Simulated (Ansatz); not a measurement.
**CCSD(T)/def2-SVP run of CH6BNO2 (SMILES OBNCO)**

Aim: the vertical singlet–triplet gap of CH6BNO2 at CCSD(T)/def2-SVP, from 2 runs. 

Program for the calculation: Ansatz 0.2.0.

112 further runs of the same task are left out: 112 set aside as unsound or not needed.

**1. The structure to begin with**

CH6BNO2 has 11 atoms, charge 0, and is taken as a singlet. SMILES: `OBNCO`. The coordinates come from a PBE0-D4/def2-TZVP relaxation. This is a higher conformer, about 10 kJ/mol above the lowest found by a separate search.

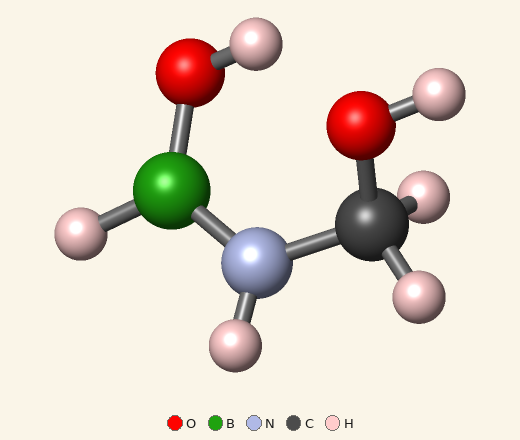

The structure, seen from a chosen angle (oxygen red, boron green, nitrogen light blue, carbon dark grey, hydrogen pink).

**2. A single-point energy at CCSD(T)/def2-SVP**

Contents of input.yaml:

```yaml
crystal:
  periodic: [false, false, false]
  atoms:
    - {symbol: O, position_ang: [-0.365300, 1.867300, 0.524000]}
    - {symbol: B, position_ang: [-0.151000, 0.776300, 1.310700]}
    - {symbol: "N", position_ang: [0.041300, -0.514500, 0.761600]}
    - {symbol: C, position_ang: [-0.074500, -0.827100, -0.621300]}
    - {symbol: O, position_ang: [0.833500, -0.016400, -1.360600]}
    - {symbol: H, position_ang: [-0.145900, 1.684700, -0.397300]}
    - {symbol: H, position_ang: [-0.135500, 0.915900, 2.499600]}
    - {symbol: H, position_ang: [0.344000, -1.265700, 1.354800]}
    - {symbol: H, position_ang: [-1.095800, -0.629000, -0.978300]}
    - {symbol: H, position_ang: [0.142100, -1.890000, -0.774600]}
    - {symbol: H, position_ang: [0.672700, -0.158500, -2.298200]}
basis:
  gaussian: {orbitals: def2-SVP}
scf: {omitted_lower_state_checks: [cluster_reference, increment]}
correlation: {method: ccsd_t, frozen_orbitals: {B: 1, C: 1, H: 0, "N": 1, O: 1}}
accuracy: high
```

Run with:

```console
$ ansatz run input.yaml --threads 1 --pin off --max-ram 3480MiB --events-out events.jsonl --progress --plain --runs-dir runs
```

Output, shortened:

```text
Warning: RAYON_NUM_THREADS=1 ignored (pool sized by the plan → 1); use --threads N
Functional definition: HF
  name "HF"
[...]
2436 factors; integrals over basis functions are off by at most 3.5e-9 eV
[...]
mean field -7349.74025758 eV, -270.0979726334 hartree, gradient 1.3e-8 eV, S^2 0.000000; 0 other end points of the search recorded, 0 dependent functions left out
5 core orbitals not correlated: weight in the atoms' cores, before any rotation towards them, 1.000 or more for the frozen orbitals, at most 0.000 for the correlated occupied ones
reference -7349.74025758 eV, -270.0979726334 hartree; 15, 15 occupied and 80, 80 virtual orbitals, 2436 factors
second order -20.82292019 eV of doubles, -0.00000000 eV of singles
cycle   1  -21.30904759 eV  change   -4.9e-1 eV  update   9.6e-2
[...]
cycle  20  -21.91135911 eV  change    1.6e-9 eV  update   2.8e-9
perturbative correction -0.55636583 eV, -0.0204460670 hartree
Total energy: -7372.20798252 eV, -270.9236462956 hartree
Checks for a lower state left out: cluster_reference, increment
```

Run time: 49 s. Hardware: 1 thread of Arm Neoverse V1, shared host; peak memory 0.82 GiB.

**3. The triplet**

Contents of molecule.yaml:

```yaml
crystal:
  periodic: [false, false, false]
  atoms:
    - symbol: O
      position_ang: [-0.365300, 1.867300, 0.524000]
    - symbol: B
      position_ang: [-0.151000, 0.776300, 1.310700]
    - symbol: N
      position_ang: [0.041300, -0.514500, 0.761600]
    - symbol: C
      position_ang: [-0.074500, -0.827100, -0.621300]
    - symbol: O
      position_ang: [0.833500, -0.016400, -1.360600]
    - symbol: H
      position_ang: [-0.145900, 1.684700, -0.397300]
    - symbol: H
      position_ang: [-0.135500, 0.915900, 2.499600]
    - symbol: H
      position_ang: [0.344000, -1.265700, 1.354800]
    - symbol: H
      position_ang: [-1.095800, -0.629000, -0.978300]
    - symbol: H
      position_ang: [0.142100, -1.890000, -0.774600]
    - symbol: H
      position_ang: [0.672700, -0.158500, -2.298200]
basis:
  gaussian: {orbitals: def2-SVP}
total_charge: 0
magnetization: {spin_polarized: true, initial_magnetization: 2}
correlation: {method: ccsd_t, frozen_orbitals: {B: 1, C: 1, H: 0, "N": 1, O: 1}}
accuracy: high
scf: {omitted_lower_state_checks: [cluster_reference, increment]}
```

Run with:

```console
$ ansatz run molecule.yaml --threads 1 --pin off --max-ram 3480MiB --events-out events.jsonl --progress --plain --runs-dir runs
```

Output, shortened:

```text
Warning: RAYON_NUM_THREADS=1 ignored (pool sized by the plan → 1); use --threads N
[... 2 set-up lines as earlier in the session ...]
[...]
2436 factors; integrals over basis functions are off by at most 3.5e-9 eV
[...]
mean field -7342.99901053 eV, -269.8502363735 hartree, gradient 5.0e-8 eV, S^2 2.020181; 8 other end points of the search recorded, 0 dependent functions left out
5 core orbitals not correlated: weight in the atoms' cores, before any rotation towards them, 1.000 or more for the frozen orbitals, at most 0.000 for the correlated occupied ones
reference -7342.99901053 eV, -269.8502363735 hartree; 16, 14 occupied and 79, 81 virtual orbitals, 2436 factors
second order -20.02556718 eV of doubles, -0.00000000 eV of singles
cycle   1  -20.71842933 eV  change   -6.9e-1 eV  update   1.1e-1
[...]
cycle  43  -21.49072634 eV  change   -1.4e-9 eV  update   2.9e-9
perturbative correction -0.57780282 eV, -0.0212338619 hartree
Total energy: -7365.06753969 eV, -270.6612398614 hartree
Checks for a lower state left out: cluster_reference, increment
```

Wall time 4.9 min (1 thread of Arm Neoverse V1, shared host); peak memory 1.8 GiB.

**4. Summary of results**

At CCSD(T)/def2-SVP, 5 core orbitals frozen:

```
                                            quantity          value
                               singlet: total energy  -270.92365 Eh
singlet: correlation energy (5 core orbitals frozen)     -825.7 mEh
                             singlet: (T) correction     -20.45 mEh
                              singlet: T1 diagnostic          0.012
                               triplet: total energy  -270.66124 Eh
triplet: correlation energy (5 core orbitals frozen)     -811.0 mEh
                             triplet: (T) correction     -21.23 mEh
          triplet: ⟨S²⟩ of the reference determinant          2.020
                              triplet: T1 diagnostic          0.045
    vertical energy of the triplet above the singlet       7.140 eV
```

At this shape the triplet lies 7.14 eV (165 kcal/mol) above the singlet. The triples (singlet) make up 2.5 % of the correlation energy. The T1 diagnostic (triplet) of 0.045 is above the customary mark for such species, so a single reference may not serve. The triples (triplet) make up 2.6 % of the correlation energy.
